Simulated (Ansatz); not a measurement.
# Palladium, beta-Sn type under PBEsol: structure, energy and stiffness, part 2 of 2

What does PBEsol give for palladium in the beta-Sn type structure? We relax it, solve it on a dense k-mesh, then scale the cell to 7 volumes from 88 to 112 % of the relaxed one and try a fit of the equation of state. The start is antiferromagnetic (alternate layers). The k-meshes are 13×13×9 for the relaxation; 23×23×22 for the dense run; 16×16×15 for the volumes.

Ansatz 0.2.0; DFT, PBEsol, plane waves (420 eV) with PAW, scalar-relativistic. The steps go on from the part before.

## Step 4: At 88 % of the relaxed volume

input.yaml

```yaml
crystal:
  lattice:
    - [-3.1586662959, 3.1558229033, 1.2800263509]
    - [3.1558229033, -3.1586662959, 1.2800263509]
    - [1.6095478988, 1.6095478988, -1.2852340297]
  atoms:
    - { symbol: Pd, position: [0.9999376906, 6.23094e-05, 1.0], spin: 0.5 }
    - { symbol: Pd, position: [0.7500623094, 0.2499376906, 0.5], spin: -0.5 }
hamiltonian:
  xc: pbesol
  pseudopotentials:
    kind: paw
    azcp:
      Pd: "pseudopotentials/Pd.paw.azcp"
basis:
  ecutwfc: 420
  fft_grid_basis: typed
kpoints:
  mp_grid: { grid: [16, 16, 15], shift: [0, 0, 0] }
magnetization:
  spin_polarized: true
scf:
  occupations: { method: fermi_dirac, width: 0.05 }
  lower_state_search: "off"
output:
  stress: true
  write_density: true
  write_potential: true
  elf: true
  volumetric_format: npy
```

The run is started by

```
$ ansatz run input.yaml --threads 2 --pin off --max-ram 5120MiB --backend cpu --events-out ev --progress --plain --runs-dir out
```

Standard output, cut to the lines that bear on the results:

```text
Warning: <dir> the record states the generating functional pbe (its physics header spells it `PBE`), which answers neither for hamiltonian.xc's functional nor for the pbesol family's — results may be inconsistent (PPs are generated against a specific XC)
Warning: RAYON_NUM_THREADS=2 ignored (pool sized by the plan → 2); use --threads N
[...]
Pseudopotentials: kind: paw
Pseudopotential: Pd, paw, valence charge 18, recommended cutoff 420 eV (normal), <dir>
Functional definition: PBEsol
[...]
Crystal: 2 atoms, lattice volume = 25.996 Å³
Basis set: ecut = 420 eV, 509 PW (Γ)
Bands: 23, of which v1, the nominal top of the filled ones, is band 18 counted from 1 (17 counted from 0)
Symmetry: 2 space group operations
[...]
WARN: the starting moments were not kept: the SCF closed with an absolute magnetisation of 1.5e-6 μB, where they sum to 1 μB in size (2 sites). That is at most 0.1 of that sum. Measured as dr2_m measures the in/out step, that magnetisation stands 1.1e-12 eV from none, at or under the [...]
SCF converged after 17 iterations
Magnetization: 0.0000 μB (18.0000 up, 18.0000 down)
Absolute magnetization: 0.0000 μB (∫|ρ↑−ρ↓|, with the PAW one-centre terms)
Spin contamination: 0.0000 ħ² per cell (⟨S²⟩ above its minimum at these occupations)
Per-site moments (μB) at R_I (Å): [(3.168265295059324e-9, 1.0560230422045693), (1.1561273834408092e-7, 1.0560230422045693)]
Free energy (F): -13812.810155 eV
[...]
E sigma→0 (E₀):  -13812.797484 eV
Entropy (-TS):   -0.025342 eV (-12.671 meV/atom)
Fermi energy:    23.294107 eV
[...]
--- Stress (GPa, compression-positive) ---
       35.643025       1.002554       0.377580
        1.002554      35.643025       0.377580
        0.377580       0.377580      35.435225
  P = ⅓ Tr σ = 35.5738 GPa (355.738 kbar)
--- Band table (eV; the first three rows and the last of 2050) ---
[... band rows left out ...]
[...]
```

Wall time 2.4 min (2 threads of Arm Neoverse V2, shared host); peak memory 1.2 GiB.

The maps below are laid out on this run's own conventional cell (a, b, c = 2.560, 8.930, 2.605 Å).

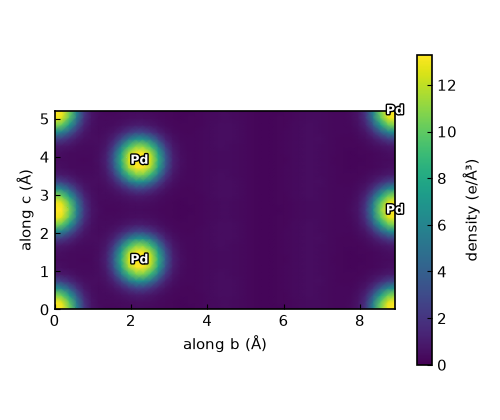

Density in a lattice plane of the grid's cell (edges 8.93 and 2.61 Å, at 0.000 of the third edge), which holds Pd. Only atoms in the plane are labelled. It is the smooth density of the valence electrons, not physical close to the nuclei.

## Step 5: At 92 % of the relaxed volume

input.yaml: that of step 4 with these lines changed.

```diff
@@ -2,5 +2,5 @@
   lattice:
-    - [-3.1586662959, 3.1558229033, 1.2800263509]
-    - [3.1558229033, -3.1586662959, 1.2800263509]
-    - [1.6095478988, 1.6095478988, -1.2852340297]
+    - [-3.2058175205, 3.2029316829, 1.2991340388]
+    - [3.2029316829, -3.2058175205, 1.2991340388]
+    - [1.633574544, 1.633574544, -1.3044194557]
   atoms:
```

The run is started by

```
$ ansatz run input.yaml --threads 2 --pin off --max-ram 5120MiB --backend cpu --events-out ev --progress --plain --runs-dir out
```

Standard output, cut to the lines that bear on the results:

```text
Warning: <dir> the record states the generating functional pbe (its physics header spells it `PBE`), which answers neither for hamiltonian.xc's functional nor for the pbesol family's — results may be inconsistent (PPs are generated against a specific XC)
Warning: RAYON_NUM_THREADS=2 ignored (pool sized by the plan → 2); use --threads N
[...]
[... 3 set-up lines as earlier in the session ...]
[...]
Crystal: 2 atoms, lattice volume = 27.178 Å³
Basis set: ecut = 420 eV, 545 PW (Γ)
Bands: 23, of which v1, the nominal top of the filled ones, is band 18 counted from 1 (17 counted from 0)
[... 1 set-up line as earlier in the session ...]
[...]
WARN: the starting moments were not kept: the SCF closed with an absolute magnetisation of 1.5e-6 μB, where they sum to 1 μB in size (2 sites). That is at most 0.1 of that sum. Measured as dr2_m measures the in/out step, that magnetisation stands 1.0e-12 eV from none, at or under the [...]
SCF converged after 15 iterations
Magnetization: -0.0000 μB (18.0000 up, 18.0000 down)
Absolute magnetization: 0.0000 μB (∫|ρ↑−ρ↓|, with the PAW one-centre terms)
Spin contamination: 0.0000 ħ² per cell (⟨S²⟩ above its minimum at these occupations)
Per-site moments (μB) at R_I (Å): [(-3.008232805242155e-7, 1.0717869041684427), (1.7802051372922844e-7, 1.0717869041684427)]
Free energy (F): -13813.015120 eV
[...]
E sigma→0 (E₀):  -13813.001517 eV
Entropy (-TS):   -0.027206 eV (-13.603 meV/atom)
Fermi energy:    21.966447 eV
[...]
--- Stress (GPa, compression-positive) ---
       20.679937       0.570993       0.305554
        0.570993      20.679937       0.305554
        0.305554       0.305554      20.556579
  P = ⅓ Tr σ = 20.6388 GPa (206.388 kbar)
--- Band table (eV; the first three rows and the last of 2050) ---
[... band rows left out ...]
[...]
```

It took 2.3 min on 2 threads of Arm Neoverse V2, shared host; peak memory 1.2 GiB.

## Step 6: At 96 % of the relaxed volume

input.yaml: that of step 5 with these lines changed.

```diff
@@ -2,5 +2,5 @@
   lattice:
-    - [-3.2058175205, 3.2029316829, 1.2991340388]
-    - [3.2029316829, -3.2058175205, 1.2991340388]
-    - [1.633574544, 1.633574544, -1.3044194557]
+    - [-3.251621102, 3.2486940325, 1.3176956043]
+    - [3.2486940325, -3.251621102, 1.3176956043]
+    - [1.6569144765, 1.6569144765, -1.3230565373]
   atoms:
@@ -26,5 +26 @@
   stress: true
-  write_density: true
-  write_potential: true
-  elf: true
-  volumetric_format: npy
```

The run is started by

```
$ ansatz run input.yaml --threads 2 --pin off --max-ram 5120MiB --backend cpu --events-out ev --progress --plain --runs-dir out
```

Standard output, cut to the lines that bear on the results:

```text
Warning: <dir> the record states the generating functional pbe (its physics header spells it `PBE`), which answers neither for hamiltonian.xc's functional nor for the pbesol family's — results may be inconsistent (PPs are generated against a specific XC)
Warning: RAYON_NUM_THREADS=2 ignored (pool sized by the plan → 2); use --threads N
[...]
[... 3 set-up lines as earlier in the session ...]
[...]
Crystal: 2 atoms, lattice volume = 28.359 Å³
Basis set: ecut = 420 eV, 569 PW (Γ)
Bands: 23, of which v1, the nominal top of the filled ones, is band 18 counted from 1 (17 counted from 0)
[... 1 set-up line as earlier in the session ...]
[...]
WARN: the starting moments were not kept: the SCF closed with an absolute magnetisation of 2.7e-6 μB, where they sum to 1 μB in size (2 sites). That is at most 0.1 of that sum. Measured as dr2_m measures the in/out step, that magnetisation stands 3.1e-12 eV from none, at or under the [...]
SCF converged after 15 iterations
Magnetization: 0.0000 μB (18.0000 up, 18.0000 down)
Absolute magnetization: 0.0000 μB (∫|ρ↑−ρ↓|, with the PAW one-centre terms)
Spin contamination: 0.0000 ħ² per cell (⟨S²⟩ above its minimum at these occupations)
Per-site moments (μB) at R_I (Å): [(-2.463213395411239e-7, 1.0871002145965445), (6.019599738650194e-7, 1.0871002145965445)]
Free energy (F): -13813.122769 eV
[...]
E sigma→0 (E₀):  -13813.108221 eV
Entropy (-TS):   -0.029095 eV (-14.548 meV/atom)
Fermi energy:    20.751762 eV
[...]
--- Stress (GPa, compression-positive) ---
        9.066566       0.228633       0.244921
        0.228633       9.066566       0.244921
        0.244921       0.244921       8.995157
  P = ⅓ Tr σ = 9.0428 GPa (90.428 kbar)
```

Wall time 1.8 min (2 threads of Arm Neoverse V2, shared host); peak memory 1.3 GiB.

## Step 7: At 100 % of the relaxed volume

input.yaml: that of step 6 with these lines changed.

```diff
@@ -2,5 +2,5 @@
   lattice:
-    - [-3.251621102, 3.2486940325, 1.3176956043]
-    - [3.2486940325, -3.251621102, 1.3176956043]
-    - [1.6569144765, 1.6569144765, -1.3230565373]
+    - [-3.2961693925, 3.2932022213, 1.3357484723]
+    - [3.2932022213, -3.2961693925, 1.3357484723]
+    - [1.6796147559, 1.6796147559, -1.3411828519]
   atoms:
```

The run is started by

```
$ ansatz run input.yaml --threads 2 --pin off --max-ram 5120MiB --backend cpu --events-out ev --progress --plain --runs-dir out
```

Standard output, cut to the lines that bear on the results:

```text
Warning: <dir> the record states the generating functional pbe (its physics header spells it `PBE`), which answers neither for hamiltonian.xc's functional nor for the pbesol family's — results may be inconsistent (PPs are generated against a specific XC)
Warning: RAYON_NUM_THREADS=2 ignored (pool sized by the plan → 2); use --threads N
[...]
[... 3 set-up lines as earlier in the session ...]
[...]
Crystal: 2 atoms, lattice volume = 29.541 Å³
Basis set: ecut = 420 eV, 581 PW (Γ)
Bands: 23, of which v1, the nominal top of the filled ones, is band 18 counted from 1 (17 counted from 0)
[... 1 set-up line as earlier in the session ...]
[...]
WARN: the starting moments were not kept: the SCF closed with an absolute magnetisation of 1.0e-6 μB, where they sum to 1 μB in size (2 sites). That is at most 0.1 of that sum. Measured as dr2_m measures the in/out step, that magnetisation stands 5.9e-13 eV from none, at or under the [...]
SCF converged after 16 iterations
Magnetization: -0.0000 μB (18.0000 up, 18.0000 down)
Absolute magnetization: 0.0000 μB (∫|ρ↑−ρ↓|, with the PAW one-centre terms)
Spin contamination: 0.0000 ħ² per cell (⟨S²⟩ above its minimum at these occupations)
Per-site moments (μB) at R_I (Å): [(-1.2674216303161545e-7, 1.101993849069247), (-3.7198988966572814e-7, 1.101993849069247)]
Free energy (F): -13813.154887 eV
[...]
E sigma→0 (E₀):  -13813.139373 eV
Entropy (-TS):   -0.031029 eV (-15.514 meV/atom)
Fermi energy:    19.636983 eV
[...]
--- Stress (GPa, compression-positive) ---
        0.062058      -0.026339       0.194304
       -0.026339       0.062058       0.194304
        0.194304       0.194304       0.025882
  P = ⅓ Tr σ = 0.0500 GPa (0.500 kbar)
```

Run time: 2 min. Hardware: 2 threads of Arm Neoverse V2, shared host; peak memory 1.3 GiB.

## Step 8: At 104 % of the relaxed volume

input.yaml: that of step 7 with these lines changed.

```diff
@@ -2,5 +2,5 @@
   lattice:
-    - [-3.2961693925, 3.2932022213, 1.3357484723]
-    - [3.2932022213, -3.2961693925, 1.3357484723]
-    - [1.6796147559, 1.6796147559, -1.3411828519]
+    - [-3.3395450166, 3.3365387992, 1.3533261259]
+    - [3.3365387992, -3.3395450166, 1.3533261259]
+    - [1.7017174848, 1.7017174848, -1.3588320187]
   atoms:
```

The run is started by

```
$ ansatz run input.yaml --threads 2 --pin off --max-ram 5120MiB --backend cpu --events-out ev --progress --plain --runs-dir out
```

Standard output, cut to the lines that bear on the results:

```text
Warning: <dir> the record states the generating functional pbe (its physics header spells it `PBE`), which answers neither for hamiltonian.xc's functional nor for the pbesol family's — results may be inconsistent (PPs are generated against a specific XC)
Warning: RAYON_NUM_THREADS=2 ignored (pool sized by the plan → 2); use --threads N
[...]
[... 3 set-up lines as earlier in the session ...]
[...]
Crystal: 2 atoms, lattice volume = 30.722 Å³
Basis set: ecut = 420 eV, 595 PW (Γ)
Bands: 23, of which v1, the nominal top of the filled ones, is band 18 counted from 1 (17 counted from 0)
[... 1 set-up line as earlier in the session ...]
[...]
WARN: the starting moments were not kept: the SCF closed with an absolute magnetisation of 2.1e-6 μB, where they sum to 1 μB in size (2 sites). That is at most 0.1 of that sum. Measured as dr2_m measures the in/out step, that magnetisation stands 2.6e-12 eV from none, at or under the [...]
SCF converged after 16 iterations
Magnetization: -0.0000 μB (18.0000 up, 18.0000 down)
Absolute magnetization: 0.0000 μB (∫|ρ↑−ρ↓|, with the PAW one-centre terms)
Spin contamination: 0.0000 ħ² per cell (⟨S²⟩ above its minimum at these occupations)
Per-site moments (μB) at R_I (Å): [(2.061659729840513e-7, 1.1164954311784232), (-3.84595885277708e-7, 1.1164954311784232)]
Free energy (F): -13813.128518 eV
[...]
E sigma→0 (E₀):  -13813.112033 eV
Entropy (-TS):   -0.032971 eV (-16.485 meV/atom)
Fermi energy:    18.611021 eV
[...]
--- Stress (GPa, compression-positive) ---
       -6.897968      -0.208152       0.153046
       -0.208152      -6.897968       0.153046
        0.153046       0.153046      -6.903517
  P = ⅓ Tr σ = -6.8998 GPa (-68.998 kbar)
```

Wall time 1.9 min (2 threads of Arm Neoverse V2, shared host); peak memory 1.4 GiB.

## Step 9: At 108 % of the relaxed volume

input.yaml: that of step 8 with these lines changed.

```diff
@@ -2,5 +2,5 @@
   lattice:
-    - [-3.3395450166, 3.3365387992, 1.3533261259]
-    - [3.3365387992, -3.3395450166, 1.3533261259]
-    - [1.7017174848, 1.7017174848, -1.3588320187]
+    - [-3.3818222264, 3.3787779515, 1.3704586551]
+    - [3.3787779515, -3.3818222264, 1.3704586551]
+    - [1.7232604994, 1.7232604994, -1.3760342501]
   atoms:
@@ -26 +26,5 @@
   stress: true
+  write_density: true
+  write_potential: true
+  elf: true
+  volumetric_format: npy
```

The run is started by

```
$ ansatz run input.yaml --threads 2 --pin off --max-ram 5120MiB --backend cpu --events-out ev --progress --plain --runs-dir out
```

Standard output, cut to the lines that bear on the results:

```text
Warning: <dir> the record states the generating functional pbe (its physics header spells it `PBE`), which answers neither for hamiltonian.xc's functional nor for the pbesol family's — results may be inconsistent (PPs are generated against a specific XC)
Warning: RAYON_NUM_THREADS=2 ignored (pool sized by the plan → 2); use --threads N
[...]
[... 3 set-up lines as earlier in the session ...]
[...]
Crystal: 2 atoms, lattice volume = 31.904 Å³
Basis set: ecut = 420 eV, 627 PW (Γ)
Bands: 23, of which v1, the nominal top of the filled ones, is band 18 counted from 1 (17 counted from 0)
[... 1 set-up line as earlier in the session ...]
[...]
WARN: the starting moments were not kept: the SCF closed with an absolute magnetisation of 3.1e-6 μB, where they sum to 1 μB in size (2 sites). That is at most 0.1 of that sum. Measured as dr2_m measures the in/out step, that magnetisation stands 5.1e-12 eV from none, at or under the [...]
SCF converged after 16 iterations
Magnetization: 0.0000 μB (18.0000 up, 18.0000 down)
Absolute magnetization: 0.0000 μB (∫|ρ↑−ρ↓|, with the PAW one-centre terms)
Spin contamination: 0.0000 ħ² per cell (⟨S²⟩ above its minimum at these occupations)
Per-site moments (μB) at R_I (Å): [(1.372952209620474e-6, 1.1306297852046585), (4.928768021855492e-7, 1.1306297852046585)]
Free energy (F): -13813.057036 eV
[...]
E sigma→0 (E₀):  -13813.039590 eV
Entropy (-TS):   -0.034892 eV (-17.446 meV/atom)
Fermi energy:    17.663643 eV
[...]
--- Stress (GPa, compression-positive) ---
      -12.253204      -0.348080       0.120332
       -0.348080     -12.253204       0.120332
        0.120332       0.120332     -12.238987
  P = ⅓ Tr σ = -12.2485 GPa (-122.485 kbar)
--- Band table (eV; the first three rows and the last of 2050) ---
[... band rows left out ...]
[...]
```

Wall time 2.8 min (2 threads of Arm Neoverse V2, shared host); peak memory 1.4 GiB.

## Step 10: At 112 % of the relaxed volume

input.yaml: that of step 9 with these lines changed.

```diff
@@ -2,5 +2,5 @@
   lattice:
-    - [-3.3818222264, 3.3787779515, 1.3704586551]
-    - [3.3787779515, -3.3818222264, 1.3704586551]
-    - [1.7232604994, 1.7232604994, -1.3760342501]
+    - [-3.4230680259, 3.419986622, 1.3871732128]
+    - [3.419986622, -3.4230680259, 1.3871732128]
+    - [1.7442779427, 1.7442779427, -1.3928168096]
   atoms:
```

The run is started by

```
$ ansatz run input.yaml --threads 2 --pin off --max-ram 5120MiB --backend cpu --events-out ev --progress --plain --runs-dir out
```

Standard output, cut to the lines that bear on the results:

```text
Warning: <dir> the record states the generating functional pbe (its physics header spells it `PBE`), which answers neither for hamiltonian.xc's functional nor for the pbesol family's — results may be inconsistent (PPs are generated against a specific XC)
Warning: RAYON_NUM_THREADS=2 ignored (pool sized by the plan → 2); use --threads N
[...]
[... 3 set-up lines as earlier in the session ...]
[...]
Crystal: 2 atoms, lattice volume = 33.086 Å³
Basis set: ecut = 420 eV, 661 PW (Γ)
Bands: 23, of which v1, the nominal top of the filled ones, is band 18 counted from 1 (17 counted from 0)
[... 1 set-up line as earlier in the session ...]
[...]
WARN: the starting moments were not kept: the SCF closed with an absolute magnetisation of 3.6e-6 μB, where they sum to 1 μB in size (2 sites). That is at most 0.1 of that sum. Measured as dr2_m measures the in/out step, that magnetisation stands 5.1e-12 eV from none, at or under the [...]
SCF converged after 17 iterations
Magnetization: 0.0000 μB (18.0000 up, 18.0000 down)
Absolute magnetization: 0.0000 μB (∫|ρ↑−ρ↓|, with the PAW one-centre terms)
Spin contamination: 0.0000 ħ² per cell (⟨S²⟩ above its minimum at these occupations)
Per-site moments (μB) at R_I (Å): [(2.016098582372396e-6, 1.1444193123179807), (1.5100235745955464e-6, 1.1444193123179807)]
Free energy (F): -13812.950942 eV
[...]
E sigma→0 (E₀):  -13812.932528 eV
Entropy (-TS):   -0.036829 eV (-18.415 meV/atom)
Fermi energy:    16.786385 eV
[...]
--- Stress (GPa, compression-positive) ---
      -16.343317      -0.458637       0.094599
       -0.458637     -16.343317       0.094599
        0.094599       0.094599     -16.317914
  P = ⅓ Tr σ = -16.3348 GPa (-163.348 kbar)
--- Band table (eV; the first three rows and the last of 2050) ---
[... band rows left out ...]
[...]
```

Run time: 2.8 min. Hardware: 2 threads of Arm Neoverse V2, shared host; peak memory 1.4 GiB.

## Step 11: Fitting the volumes

All volumes keep the relaxed shape and fractional coordinates.

| V (Å³/atom) | E − E₀ (meV/atom) | P from the stress (GPa) | P from the fit (GPa) |
| --- | --- | --- | --- |
| 12.998 | 170.9 | 35.57 | 35.50 |
| 13.589 | 68.9 | 20.64 | 20.50 |
| 14.180 | 15.5 | 9.04 | 8.90 |
| 14.770 | 0.0 | 0.05 | -0.08 |
| 15.361 | 13.6 | -6.90 | -7.02 |
| 15.952 | 49.9 | -12.25 | -12.38 |
| 16.543 | 103.4 | -16.33 | -16.50 |

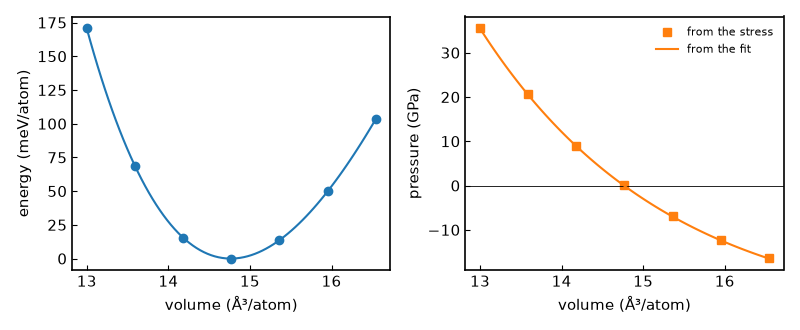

Energy and pressure against volume; the lines are the Birch-Murnaghan fit.

A third-order Birch-Murnaghan fit gives V₀ = 14.765 Å³/atom, B₀ = 197 GPa and B₀′ = 5.4; it misses no point by more than 0.04 meV/atom.

The fit is made to E(σ → 0), while the stress belongs to the free energy F; that is one source of the offset between the two pressures.

## Step 12: Outcome

What follows sums up all 2 parts.

| quantity | value |
| --- | --- |
| space group (spins left aside) | C2/c (No. 15) |
| conventional cell | a = 2.672 Å, b = 9.319 Å, c = 2.719 Å, β = 119.20° |
| volume | 14.770 Å³/atom |
| shortest distance | 2.672 Å |
| gap on the mesh | none (levels filled in part) |
| magnetic state | non-magnetic |
| relative to fcc | +84 meV/atom |
| V₀, B₀, B₀′ | 14.765 Å³/atom, 197 GPa, 5.4 |

From the guessed start the volume shrank by 4.4 % in 26 steps. The cell has left its prototype: it ends as C2/c. What follows belongs to that structure, not to the type named at the start. The mesh has less symmetry than the lattice, which may have let the distortion in. It lies 84 meV/atom above the element's reference form at the same level (fcc, from a run of its own). The moments die out: the run ends non-magnetic. Levels at the Fermi energy are filled in part, as in a metal. B₀ comes out at 197 GPa; letting shape and positions relax at each volume could only lower it.
